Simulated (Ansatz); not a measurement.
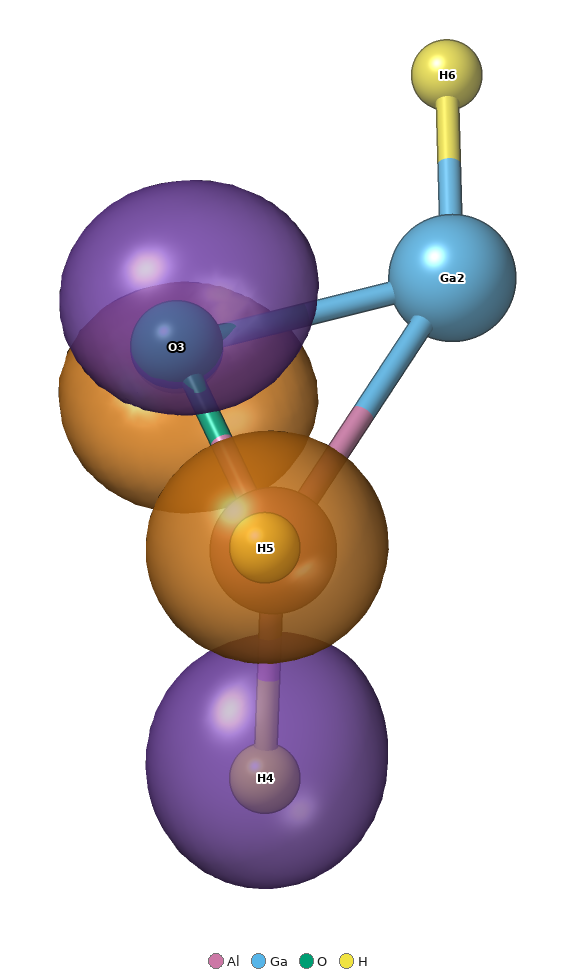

AlGaH₃O (SMILES [O]1[AlH2-][GaH]1) (charge −1). The HOMO−1 at ±0.15 Å⁻³ᐟ² (orange and purple are the two phases), seen at an oblique angle.

Geometry: PBE-D3(BJ)/def2-SVPD.

Level of theory: isolated molecule in a Gaussian basis; Kohn-Sham density functional theory, functional PBE0 in Ansatz 0.2.0.

```yaml
atoms:
  - { symbol: Al, position_ang: [-1.2471, -0.9785, 0.6653] }
  - { symbol: Ga, position_ang: [0.6747, 0.1292, -0.5382] }
  - { symbol: O, position_ang: [-1.2292, 0.0102, -0.8168] }
  - { symbol: H, position_ang: [-1.4590, -2.5958, 0.5844] }
  - { symbol: H, position_ang: [-1.8154, -0.3652, 2.0682] }
  - { symbol: H, position_ang: [1.2499, 1.0506, -1.7853] }
```

Question: What is the character of this orbital?

Answer: By Hirshfeld shares it lies mainly on O3 (about 50 %), Al1 (about 15 %), H4 (about 15 %), H5 (about 15 %) and Ga2 (about 5 %). Its energy is −2.74 eV.
